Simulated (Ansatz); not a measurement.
Starting cell, GaN (wurtzite):

```
CELL_PARAMETERS angstrom
      3.18312     0.00000     0.00000
     -1.59156     2.75667     0.00000
      0.00000     0.00000     5.18363
ATOMIC_POSITIONS crystal
  Ga 0.66667 0.33333 0.00099
  Ga 0.33333 0.66667 0.50099
  N  0.66667 0.33333 0.62421
  N  0.33333 0.66667 0.12421
```

In this cell atom 2 (Ga, nearest neighbour N at 1.946 Å; its periodic images, 3.2 Å or more away, move with it) is moved by s along Cartesian [110], unit vector (0.707, 0.707, 0.000); all other atoms and the cell stay fixed.

These are r2SCAN (plane waves to 500 eV, PAW, scalar-relativistic; Ansatz, a first-principles code) values and carry that method's errors. k mesh 10×10×5 (Γ-centred), Fermi-Dirac smearing 0.05 eV. Energies are smeared free energies. GaN was relaxed with its symmetry unable to fall. ΔE is measured from the undisplaced structure.

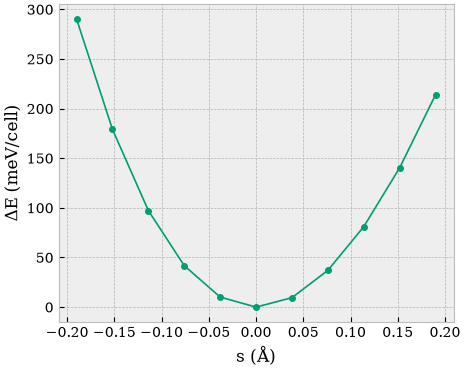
Figure: ΔE (meV/cell) against s (Å); markers are the computed points, lines only join them.

**Question.** Is the energy the same for displacements of ±0.190 Å, and if not, which side lies higher?

**Answer.** Not even: the negative side lies higher at ±0.190 Å.

**Question.** What is the energy change at s = 0.190 Å?

**Answer.** About 210 meV/cell.

(For displaced atoms, the force is minus the slope of the energy, and its curvature is a force constant, which sets phonon frequencies.)
